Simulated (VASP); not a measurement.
Band structure of CdMg3Te4 (ordered alloy cell). Method: PBEsol GGA, VASP's PBE PAW potentials (set 64) (plane waves; VASP).

Unless said otherwise, spin-orbit coupling is left out, though it shifts the bands of the heavy elements here.

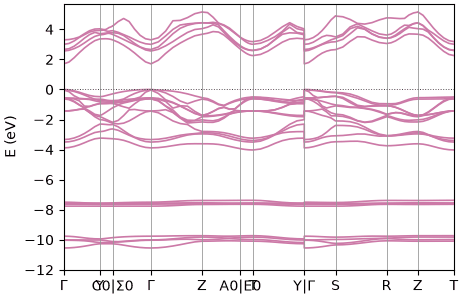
Figure: Bands along high-symmetry lines, zero at the valence-band maximum or, without a gap, the Fermi level

### Question
Read the plot: is there a gap, and where are the band edges?

### Answer
The gap is direct, 1.70 eV, from the valence maximum at Γ to the conduction minimum at Γ. (Edges off the drawn lines would not show.)

The structure was generated: CdMg3Te4 was put into an ordered model structure (Amm2), which need not be its known phase. It was relaxed first.
